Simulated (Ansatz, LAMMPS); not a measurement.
**Glassy 62SiO2-19Al2O3-19CaO (mol %) (118 atoms) under strain**

How stiff is glassy 62SiO2-19Al2O3-19CaO (mol %) (118 atoms), and how do its levels respond to strain?

Method: Kohn-Sham DFT, PBEsol, PAW (set soft_2), plane waves, in Ansatz 0.2.0.

**1. The structure**

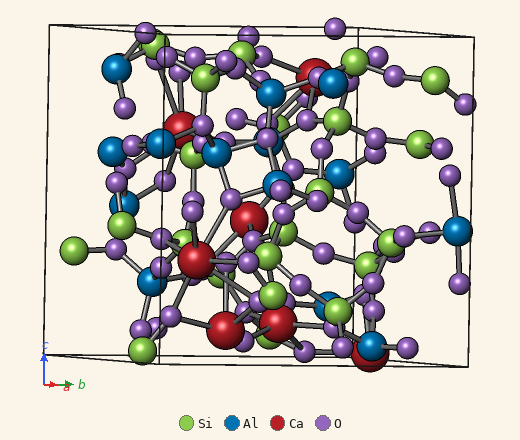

The cell as given, slightly off an axis (silicon green, aluminium blue, calcium red, oxygen purple). Bonds to atoms that aren't drawn are left out. Some periodic images of atoms are drawn too.

The cell holds 118 atoms: 23 Si, 14 Al, 7 Ca and 74 O. Its edges and angles: a = 11.518 Å, b = 11.518 Å, c = 11.518 Å, α = 90.0°, β = 90.0°, γ = 90.0°. 118 atoms (23 Si, 14 Al, 7 Ca, 74 O) placed at random at 2.57 g/cm³, melted at 4000 K for 10 ps at fixed volume with the Morse and Coulomb pair potential with partial charges (Pedone, Malavasi, Menziani, Cormack and Segre, J. Phys. Chem. B 110, 11780 (2006)). Quenched from 4000 K to 300 K at 50 K/ps and fixed volume, held 10 ps at zero pressure, then minimised at fixed cell.

Limits known from the start: The quench rate of 50 K/ps is orders of magnitude faster than experiment, which tends to freeze in extra defects. The starting topology of bonds comes from the classical model, and needn't be the one that DFT or experiment would give. The Brillouin zone is sampled at Γ only.

**2. Single point at the start**

The forces at the start show how far the geometry lies from a minimum of this functional.

input.yaml reads:

```yaml
crystal:
  lattice:
    - [11.51802, 0.0, 0.0]
    - [0.0, 11.51802, 0.0]
    - [0.0, 0.0, 11.51802]
  atoms:
    - { symbol: Si, position: [0.04521, 0.31627, 0.94922] }
    - { symbol: Si, position: [0.67495, 0.69726, 0.1564] }
    - { symbol: Si, position: [0.60468, 0.97921, 0.66342] }
    - { symbol: Si, position: [0.29856, 0.23273, 0.94826] }
    - { symbol: Si, position: [0.34816, 0.63826, 0.38737] }
    - { symbol: Si, position: [0.7082, 0.61891, 0.51779] }
    - { symbol: Si, position: [0.77509, 0.70083, 0.91537] }
    - { symbol: Si, position: [0.18561, 0.02359, 0.32002] }
    - { symbol: Si, position: [0.66885, 0.06972, 0.03165] }
    - { symbol: Si, position: [0.45239, 0.30539, 0.62186] }
    - { symbol: Si, position: [0.51191, 0.25911, 0.3545] }
    - { symbol: Si, position: [0.76844, 0.83138, 0.3679] }
    - { symbol: Si, position: [0.57395, 0.5048, 0.31956] }
    - { symbol: Si, position: [0.58911, 0.71669, 0.73104] }
    - { symbol: Si, position: [0.96276, 0.37794, 0.2104] }
    - { symbol: Si, position: [0.46532, 0.44954, 0.92646] }
    - { symbol: Si, position: [0.16648, 0.50752, 0.25411] }
    - { symbol: Si, position: [0.11506, 0.6877, 0.06882] }
    - { symbol: Si, position: [0.10681, 0.69875, 0.6954] }
    - { symbol: Si, position: [0.40657, 0.89404, 0.28822] }
    - { symbol: Si, position: [0.98187, 0.88335, 0.86685] }
    - { symbol: Si, position: [0.60605, 0.01904, 0.40954] }
    - { symbol: Si, position: [0.82987, 0.19646, 0.86443] }
    - { symbol: Al, position: [0.10498, 0.90712, 0.55811] }
    - { symbol: Al, position: [0.7261, 0.44916, 0.81596] }
    - { symbol: Al, position: [0.03397, 0.24022, 0.45559] }
    - { symbol: Al, position: [0.94246, 0.97966, 0.40991] }
    - { symbol: Al, position: [0.51409, 0.86935, 0.04786] }
    - { symbol: Al, position: [0.3663, 0.57744, 0.66008] }
    - { symbol: Al, position: [0.01474, 0.91422, 0.15361] }
    - { symbol: Al, position: [0.24663, 0.12024, 0.62323] }
    - { symbol: Al, position: [0.26908, 0.24649, 0.23113] }
    - { symbol: Al, position: [0.88197, 0.03661, 0.66567] }
    - { symbol: Al, position: [0.45874, 0.04805, 0.87945] }
    - { symbol: Al, position: [0.86372, 0.42414, 0.54284] }
    - { symbol: Al, position: [0.96681, 0.55899, 0.8552] }
    - { symbol: Al, position: [0.72982, 0.27478, 0.6346] }
    - { symbol: Ca, position: [0.80317, 0.1892, 0.31195] }
    - { symbol: Ca, position: [0.00865, 0.65451, 0.41248] }
    - { symbol: Ca, position: [0.6645, 0.33855, 0.09561] }
    - { symbol: Ca, position: [0.38717, 0.61292, 0.11103] }
    - { symbol: Ca, position: [0.32673, 0.73994, 0.85614] }
    - { symbol: Ca, position: [0.13826, 0.38414, 0.68688] }
    - { symbol: Ca, position: [0.2483, 0.96344, 0.02054] }
    - { symbol: O, position: [0.43876, 0.55428, 0.31364] }
    - { symbol: O, position: [0.13764, 0.20199, 0.57009] }
    - { symbol: O, position: [0.55764, 0.01783, 0.53742] }
    - { symbol: O, position: [0.03043, 0.35262, 0.08434] }
    - { symbol: O, position: [0.02104, 0.91631, 0.99621] }
    - { symbol: O, position: [0.9017, 0.8223, 0.39198] }
    - { symbol: O, position: [0.4102, 0.91224, 0.15179] }
    - { symbol: O, position: [0.02729, 0.49658, 0.26343] }
    - { symbol: O, position: [0.83214, 0.38378, 0.18827] }
    - { symbol: O, position: [0.32048, 0.10727, 0.8913] }
    - { symbol: O, position: [0.37097, 0.54941, 0.91889] }
    - { symbol: O, position: [0.95515, 0.2158, 0.91993] }
    - { symbol: O, position: [0.00713, 0.60868, 0.71928] }
    - { symbol: O, position: [0.8314, 0.18982, 0.72038] }
    - { symbol: O, position: [0.7037, 0.745, 0.45688] }
    - { symbol: O, position: [0.18613, 0.5822, 0.13886] }
    - { symbol: O, position: [0.64776, 0.93456, 0.04673] }
    - { symbol: O, position: [0.03668, 0.63089, 0.96984] }
    - { symbol: O, position: [0.75646, 0.09844, 0.92546] }
    - { symbol: O, position: [0.78754, 0.41617, 0.68126] }
    - { symbol: O, position: [0.98832, 0.28732, 0.31056] }
    - { symbol: O, position: [0.70758, 0.14374, 0.13769] }
    - { symbol: O, position: [0.53836, 0.10956, 0.99182] }
    - { symbol: O, position: [0.46462, 0.30162, 0.47928] }
    - { symbol: O, position: [0.57743, 0.36955, 0.29825] }
    - { symbol: O, position: [0.39783, 0.32421, 0.91419] }
    - { symbol: O, position: [0.01223, 0.41955, 0.86165] }
    - { symbol: O, position: [0.22169, 0.76148, 0.02162] }
    - { symbol: O, position: [0.1089, 0.75608, 0.57023] }
    - { symbol: O, position: [0.8346, 0.56357, 0.49522] }
    - { symbol: O, position: [0.75895, 0.68304, 0.04972] }
    - { symbol: O, position: [0.36952, 0.76199, 0.32386] }
    - { symbol: O, position: [0.72866, 0.78932, 0.24463] }
    - { symbol: O, position: [0.58264, 0.84344, 0.67901] }
    [... 34 atom lines left out ...]
    - { symbol: O, position: [0.35968, 0.2054, 0.6525] }
    - { symbol: O, position: [0.22533, 0.62625, 0.71234] }
    - { symbol: O, position: [0.65358, 0.7258, 0.85438] }
    - { symbol: O, position: [0.73996, 0.99888, 0.65448] }
    - { symbol: O, position: [0.50816, 0.4549, 0.05947] }
    - { symbol: O, position: [0.6186, 0.53709, 0.4489] }
kpoints:
  mp_grid: { grid: [1, 1, 1] }
hamiltonian:
  xc: pbesol
scf:
  occupations: { method: gaussian, width: 0.05 }
output:
  forces: true
```

On the command line:

```
$ ansatz run input.yaml --threads 4 --pin off --max-ram 8192MiB --backend cpu --events-out ev --progress --plain --runs-dir out
```

Numbers of over 12 decimals in the logs are rounded to 6 here.

Output:

```text
[...]
Pseudopotentials: kind: paw
Pseudopotential: Si, paw, valence charge 4, recommended cutoff 420 eV (normal), Si.paw.azcp
Pseudopotential: Al, paw, valence charge 3, recommended cutoff 420 eV (normal), Al.paw.azcp
Pseudopotential: Ca, paw, valence charge 10, recommended cutoff 420 eV (normal), Ca.paw.azcp
Pseudopotential: O, paw, valence charge 6, recommended cutoff 420 eV (normal), O.paw.azcp
[... 3 lines on functional and potentials left out ...]
Crystal: 118 atoms, lattice volume = 1528.036 Å³
Basis set: ecut = 420 eV, 29855 PW (Γ), exchange–correlation on 160×160×160 points (8 copies of the dense FFT grid, shifted against one another)
Bands: 442, of which v1, the nominal top of the filled ones, is band 324 counted from 1 (323 counted from 0)
Symmetry: 1 space group operations
Space group: P1 (ITA 1), of the structure as read, at distance tolerance 1.2e-4 Å
k-points: 1
[... 13 lines on functional and potentials left out ...]
Initial density: superposition of atomic densities (neutral atoms: chi_scale 0, normalization atom), corrected by the library's trained network
Initial wavefunctions: pseudopotential atomic-orbital guess
[...]
SCF iter   1: F=—  HF=-75841.478324 eV  |F-HF|=—  |Δ(HF+E_count)|=         —  Δρ=1.17e-2  dr2=1.67e0  ethr=1.77e-3  ⟨swp⟩=7.0  Hψ=2261  notcnv=0  defer=99
preconditioner: auto → Resta (q_TF=auto, 2.365 Å⁻¹)  ε∞=3.3  [insulator: Δε(μ)=3.386 eV  Ē_g=15.747 eV  σ=0.050 eV  W_gap=1.00  n_scr=340 (ndim 8)  ℏωp=23.9 eV  f_vac=0.119  D(μ)=0.00/eV (n_scr^D=0)  ε∞_Penn≈3.3]
SCF iter   2: F=—  HF=-75841.010215 eV  |F-HF|=—  |Δ(HF+E_count)|=   4.68e-1  Δρ=1.95e-3  dr2=4.42e-2  ethr=2.57e-4  ⟨swp⟩=2.0  Hψ=737  notcnv=0  defer=112
SCF iter   3: F=—  HF=-75841.008989 eV  |F-HF|=—  |Δ(HF+E_count)|=   1.23e-3  Δρ=8.86e-4  dr2=1.43e-2  ethr=6.83e-6  ⟨swp⟩=2.0  Hψ=559  notcnv=0  defer=45
automatic band count: iteration 3 solves 375 bands in place of 442: the levels show a gap, and the empty bands left out lie too high to hold charge; the band table lists the bands solved (type scf.n_extra_bands for more)
SCF iter   4: F=—  HF=-75841.010734 eV  |F-HF|=—  |Δ(HF+E_count)|=   1.74e-3  Δρ=6.59e-4  dr2=6.36e-3  ethr=2.20e-6  ⟨swp⟩=2.0  Hψ=562  notcnv=0  defer=45
SCF iter   5: F=—  HF=-75841.009926 eV  |F-HF|=—  |Δ(HF+E_count)|=   8.08e-4  Δρ=1.14e-4  dr2=3.29e-4  ethr=9.81e-7  ⟨swp⟩=2.0  Hψ=564  notcnv=0  defer=45
[...]
SCF iter   9: F=—  HF=-75841.009741 eV  |F-HF|=—  |Δ(HF+E_count)|=   9.33e-7  Δρ=4.40e-6  dr2=2.56e-7  ethr=1.14e-10  ⟨swp⟩=2.0  Hψ=639  notcnv=0  defer=45
SCF iter  10: F=-75841.009741 eV  HF=-75841.009741 eV  |F-HF|=2.27e-8  |Δ(HF+E_count)|=   8.04e-8  Δρ=1.09e-6  dr2=2.14e-8  ethr=1.54e-11  ⟨swp⟩=4.0  Hψ=1249  notcnv=0
SCF 1 converged in 10 iterations: F = -75841.009741 eV  dr2 = 2.14e-8
[...]
SCF converged after 10 iterations
Free energy (F): -75841.009741 eV
Harris-Foulkes:  -75841.009741 eV  (|F-HF|=2.27e-8)
Internal energy: -75841.009741 eV  (E = F + TS)
E sigma→0 (E₀):  -75841.009741 eV
Fermi energy:    5.991815 eV
--- Per-component energies (eV) ---
[...]
Σ components = -75841.009741   (vs F -75841.009741, Δ=0.00e0)
--- Forces (eV/Å), atoms counted from 1 ---
  atom   1  Si    -0.58638094     0.55844927     1.23051538
  atom   2  Si    -1.68218847     0.62361106     0.58083459
  atom   3  Si     1.08673131    -0.29810466    -0.18841133
  atom   4  Si     0.36961240     1.05510098     1.46723980
[...]
atom 118  O     -0.66534502    -0.83921276     0.13591511
  max |Σ_I F_I| component: 8.49e-5 eV/Å
```

Wall time 13 s (4 threads of Intel Xeon Platinum 8375C at 2.90GHz (Ice Lake), shared host); peak memory 2.4 GiB.

Reading the cycles: dr2 is the Hartree energy of the density residual (eV), the measure of convergence; HF is the Harris–Foulkes estimate of the energy, which meets the free energy F at convergence.

The r.m.s. force at the start is 0.84 eV/Å.

**3. Cell and atoms relaxed**

Cell and atoms are freed together, to release stress as well as forces.

input.yaml reads:

```yaml
crystal:
  lattice:
    - [11.51802, 0.0, 0.0]
    - [0.0, 11.51802, 0.0]
    - [0.0, 0.0, 11.51802]
  atoms:
    [... the 118 atom lines of step 2 ...]
kpoints:
  mp_grid: { grid: [1, 1, 1] }
hamiltonian:
  xc: pbesol
scf:
  occupations: { method: gaussian, width: 0.05 }
output:
  forces: true
relax:
  f_tol: 0.05
  max_steps: 150
  cell: {}
```

Output:

```text
[...]
Crystal: 118 atoms, lattice volume = 1528.036 Å³
Basis set: ecut = 420 eV, 29855 PW (Γ), exchange–correlation on 160×160×160 points (8 copies of the dense FFT grid, shifted against one another)
Bands: 442, of which v1, the nominal top of the filled ones, is band 324 counted from 1 (323 counted from 0)
Symmetry: 1 space group operations
[...]
k-points: 1
[...]
SCF iter   1: F=—  HF=-75841.478324 eV  |F-HF|=—  |Δ(HF+E_count)|=         —  Δρ=1.17e-2  dr2=1.67e0  ethr=1.77e-3  ⟨swp⟩=7.0  Hψ=2261  notcnv=0  defer=99
[...]
SCF iter   9: F=—  HF=-75841.009741 eV  |F-HF|=—  |Δ(HF+E_count)|=   9.19e-7  Δρ=4.37e-6  dr2=2.54e-7  ethr=1.54e-11  ⟨swp⟩=4.0  Hψ=1393  notcnv=0
SCF iter  10: F=-75841.009741 eV  HF=-75841.009741 eV  |F-HF|=2.29e-8  |Δ(HF+E_count)|=   8.04e-8  Δρ=1.07e-6  dr2=2.08e-8  ethr=1.54e-11  ⟨swp⟩=4.0  Hψ=1310  notcnv=0
SCF 1 converged in 10 iterations: F = -75841.009741 eV  dr2 = 2.08e-8
[...]
relax step   1: F+E_penalty+E_count = -75841.00974081 eV  Δ(F+E_penalty+E_count) = +0.000e0 eV  max|allowed force component| = 3.195e0 eV/Å  Δτ_max = 0.0000 Å  P = +4.839 GPa  Ω = 1528.036 Å³  (10 SCF iters, dr2 threshold 1.00e-7 eV, accepted)
[... from here on, the SCF cycles and remarks between the steps are left out ...]
relax step   2: F+E_penalty+E_count = -75843.71605966 eV  Δ(F+E_penalty+E_count) = -2.706e0 eV  max|allowed force component| = 1.459e0 eV/Å  Δτ_max = 0.1437 Å  P = +3.018 GPa  Ω = 1533.505 Å³  energy of the carried Pulay correction = -2.057e-2 eV  (7 SCF iters, dr2 threshold 1.18e-5 eV, accepted)
relax step   3: F+E_penalty+E_count = -75845.02008588 eV  Δ(F+E_penalty+E_count) = -1.304e0 eV  max|allowed force component| = 6.334e-1 eV/Å  Δτ_max = 0.1365 Å  P = -0.169 GPa  Ω = 1548.450 Å³  energy of the carried Pulay correction = -7.642e-2 eV  (7 SCF iters, dr2 threshold 1.18e-5 eV, accepted)
relax step   4: F+E_penalty+E_count = -75845.55061564 eV  Δ(F+E_penalty+E_count) = -5.305e-1 eV  max|allowed force component| = 1.358e0 eV/Å  Δτ_max = 0.2000 Å  P = +0.152 GPa  Ω = 1535.031 Å³  energy of the carried Pulay correction = -2.630e-2 eV  (7 SCF iters, dr2 threshold 1.18e-5 eV, accepted)
relax step   5: F+E_penalty+E_count = -75845.73146001 eV  Δ(F+E_penalty+E_count) = -1.808e-1 eV  max|allowed force component| = 4.139e-1 eV/Å  Δτ_max = 0.0647 Å  P = -0.018 GPa  Ω = 1536.666 Å³  energy of the carried Pulay correction = -3.243e-2 eV  (7 SCF iters, dr2 threshold 1.18e-5 eV, accepted)
relax step   6: F+E_penalty+E_count = -75845.77886950 eV  Δ(F+E_penalty+E_count) = -4.741e-2 eV  max|allowed force component| = 2.234e-1 eV/Å  Δτ_max = 0.2000 Å  P = -0.030 GPa  Ω = 1537.111 Å³  energy of the carried Pulay correction = -3.410e-2 eV  (7 SCF iters, dr2 threshold 1.07e-5 eV, accepted)
relax step   7: F+E_penalty+E_count = -75845.85929404 eV  Δ(F+E_penalty+E_count) = -8.042e-2 eV  max|allowed force component| = 1.051e-1 eV/Å  Δτ_max = 0.2000 Å  P = -0.013 GPa  Ω = 1535.717 Å³  energy of the carried Pulay correction = -2.887e-2 eV  (8 SCF iters, dr2 threshold 3.12e-6 eV, accepted)
relax step   8: F+E_penalty+E_count = -75845.90124435 eV  Δ(F+E_penalty+E_count) = -4.195e-2 eV  max|allowed force component| = 1.203e-1 eV/Å  Δτ_max = 0.2000 Å  P = -0.120 GPa  Ω = 1535.960 Å³  energy of the carried Pulay correction = -2.979e-2 eV  (8 SCF iters, dr2 threshold 6.91e-7 eV, accepted)
relax step   9: F+E_penalty+E_count = -75845.92644356 eV  Δ(F+E_penalty+E_count) = -2.520e-2 eV  max|allowed force component| = 2.094e-1 eV/Å  Δτ_max = 0.1302 Å  P = -0.041 GPa  Ω = 1532.512 Å³  energy of the carried Pulay correction = -1.684e-2 eV  (7 SCF iters, dr2 threshold 9.05e-7 eV, accepted)
relax step  10: F+E_penalty+E_count = -75845.93769518 eV  Δ(F+E_penalty+E_count) = -1.125e-2 eV  max|allowed force component| = 1.421e-1 eV/Å  Δτ_max = 0.2000 Å  P = -0.064 GPa  Ω = 1533.643 Å³  energy of the carried Pulay correction = -2.109e-2 eV  (7 SCF iters, dr2 threshold 2.74e-6 eV, accepted)
relax step  11: F+E_penalty+E_count = -75845.93693226 eV  Δ(F+E_penalty+E_count) = +7.629e-4 eV  max|allowed force component| = 1.097e-1 eV/Å  Δτ_max = 0.0890 Å  P = -0.041 GPa  Ω = 1533.952 Å³  energy of the carried Pulay correction = -2.225e-2 eV  (7 SCF iters, dr2 threshold 1.26e-6 eV, accepted)
relax step  12: F+E_penalty+E_count = -75845.94730617 eV  Δ(F+E_penalty+E_count) = -1.037e-2 eV  max|allowed force component| = 1.885e-1 eV/Å  Δτ_max = 0.0705 Å  P = +0.176 GPa  Ω = 1531.928 Å³  energy of the carried Pulay correction = -1.465e-2 eV  (7 SCF iters, dr2 threshold 7.53e-7 eV, accepted)
relax step  13: F+E_penalty+E_count = -75845.95237726 eV  Δ(F+E_penalty+E_count) = -5.071e-3 eV  max|allowed force component| = 4.084e-2 eV/Å  Δτ_max = 0.0394 Å  P = -0.013 GPa  Ω = 1532.886 Å³  energy of the carried Pulay correction = -1.825e-2 eV  (7 SCF iters, dr2 threshold 2.22e-6 eV, accepted)
relax step  14: F+E_penalty+E_count = -75846.01608894 eV  Δ(F+E_penalty+E_count) = -6.371e-2 eV  max|allowed force component| = 4.076e-2 eV/Å  Δτ_max = 0.0000 Å  P = +0.049 GPa  Ω = 1532.886 Å³  stress off target by 2.21e-1 GPa  SCF on the basis re-selected at this cell (its energy is not comparable with the rows above)  (7 SCF iters)
relax step  15: F+E_penalty+E_count = -75846.01565874 eV  Δ(F+E_penalty+E_count) = +4.302e-4 eV  max|allowed force component| = 3.245e-2 eV/Å  Δτ_max = 0.0399 Å  P = -0.014 GPa  Ω = 1534.284 Å³  energy of the carried Pulay correction = -5.214e-3 eV  (8 SCF iters, dr2 threshold 1.22e-7 eV, accepted)
relax step  16: F+E_penalty+E_count = -75846.01871086 eV  Δ(F+E_penalty+E_count) = -3.052e-3 eV  max|allowed force component| = 1.299e-2 eV/Å  Δτ_max = 0.0142 Å  P = -0.002 GPa  Ω = 1533.898 Å³  energy of the carried Pulay correction = -3.750e-3 eV  (9 SCF iters, dr2 threshold 9.94e-9 eV, accepted)
relax step  17: F+E_penalty+E_count = -75846.02546864 eV  Δ(F+E_penalty+E_count) = -6.758e-3 eV  max|allowed force component| = 1.299e-2 eV/Å  Δτ_max = 0.0000 Å  P = -0.000 GPa  Ω = 1533.898 Å³  stress off target by 3.39e-2 GPa  SCF on the basis re-selected at this cell (its energy is not comparable with the rows above)  (5 SCF iters)
[...]
SCF converged after 5 iterations
Free energy (F): -75846.025469 eV
[...]
Internal energy: -75846.025469 eV  (E = F + TS)
E sigma→0 (E₀):  -75846.025469 eV
Fermi energy:    6.109233 eV
[...]
Σ components = -75846.025469   (vs F -75846.025469, Δ=0.00e0)
--- Forces (eV/Å), atoms counted from 1 ---
  atom   1  Si    -0.00472247     0.00759353    -0.00087991
  atom   2  Si     0.00541921     0.00574183    -0.00546768
  atom   3  Si    -0.00059762    -0.00729426    -0.00628379
  atom   4  Si     0.00795046     0.00049889     0.00127182
[...]
atom 118  O     -0.00309160    -0.00361652    -0.00319310
  max |Σ_I F_I| component: 7.58e-5 eV/Å
--- Stress (GPa, compression-positive) ---
       -0.003539       0.003230       0.002091
        0.003237      -0.017711      -0.025952
        0.002096      -0.025951       0.020808
  P = ⅓ Tr σ = -0.0001 GPa (-0.001 kbar)
--- Relaxed structure (15 steps of the walk, 15 accepted, 2 SCFs on fresh bases) ---
  F+E_penalty+E_count = -75846.02546864 eV   max|allowed force component| = 1.299e-2 eV/Å   (the final SCF, on the basis selected at the relaxed cell)
  cell:  # Å, volume = 1533.8985 Å³
    - [11.586246, 0.020383, 0.037947]
    - [0.020383, 11.404313, -0.243512]
    - [0.037947, -0.243512, 11.614094]
  atoms:
    - { symbol: Si, position: [0.039411, 0.315258, 0.939877] }
    - { symbol: Si, position: [0.666416, 0.695823, 0.155743] }
    - { symbol: Si, position: [0.603700, 0.966534, 0.666668] }
    - { symbol: Si, position: [0.292508, 0.233933, 0.952468] }
[...]
- { symbol: O, position: [0.607202, 0.535510, 0.450199] }
```

Run time: 3.1 min. Hardware: 4 threads; peak memory 2.4 GiB; 11 min of CPU time.

The relaxation converged after 15 steps, with a largest force component of 0.013 eV/Å.

(Continued in part 2 of 3.)

[Logs are printed without paths, hosts, clocks, repeated set-up lines and the standing remarks that a program may print on its own settings, such as how far it seeks lower states.]

[Hosts, paths, dates, database ids (printed as entryN), source tags and the programs' standing remarks are cut or masked in the printed files.]
